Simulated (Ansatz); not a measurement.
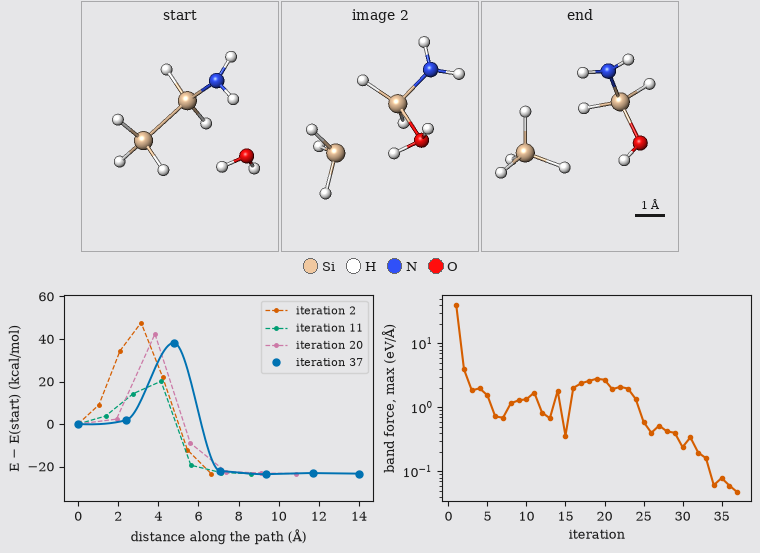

A search for the minimum-energy path of Si₂NH₉O by the nudged elastic band. Images are numbered from 0 (start) to 6 (end). The plot follows the band through its iterations. Style: ball-and-stick. Shown at a tilt.

Method: UKS B3LYP-D4/6-31G* in Ansatz 0.2.0. Run with 5 movable images; climbing image; force threshold 0.05 eV/Å; iteration limit 60; starting path through a guess of the saddle point.

How did the profile develop, and is the result final?

The run is converged, with reservations. The band converged in 37 iterations. The largest component of the band force went from 40 to 0.047 eV/Å. The climbing image converged on the top of the path. Its vibrational analysis gives one imaginary mode (597i cm⁻¹), as a transition state must have. The first iteration put the highest image at 245.1 kcal/mol. Forward barrier 38.2 kcal/mol, backward barrier 61.5 kcal/mol, with image 2 at the top; the reaction energy is −23.3 kcal/mol. Image 4 lies below both ends, at −23.6 kcal/mol, which points to an intermediate minimum that so few images don't resolve.

Cost: 18 min on 2 threads of Arm Neoverse N1, on a shared host, peak memory 0.26 GiB.
